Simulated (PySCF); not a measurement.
In(H)(OMe)2, SMILES C[O][InH][O]C (C2H7InO2) at its PBE0/def2-SVP optimised geometry (Å):

```
12

In     0.6349     0.7037     0.0000
H      2.3359     0.7037     0.0000
O     -0.5663    -0.8929     0.0036
C     -0.1669    -2.2255    -0.0039
H      0.9324    -2.3792     0.0170
H     -0.5779    -2.7649     0.8717
H     -0.5420    -2.7469    -0.9062
O     -0.5253     2.3153     0.0000
C     -1.9229     2.2488     0.0034
H     -2.3223     1.2176     0.0060
H     -2.3318     2.7649     0.8931
H     -2.3359     2.7619    -0.8861
```

Computed with PBE0/def2-TZVP, def2 effective core potentials past Kr (PySCF 2.14.0). The core electrons that the potentials of In replace are not part of the density. Cells within 0.4 Å of a nucleus heavier than hydrogen are left out (blank, or x).

Map of the electron localisation function on the plane z = 0.0 Å:

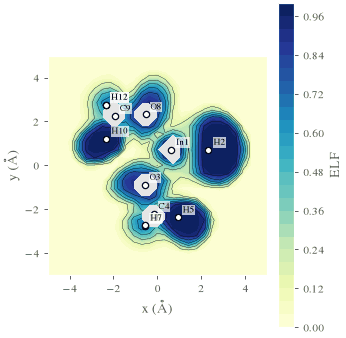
*Electron localisation function on the plane z = 0.0 Å.*
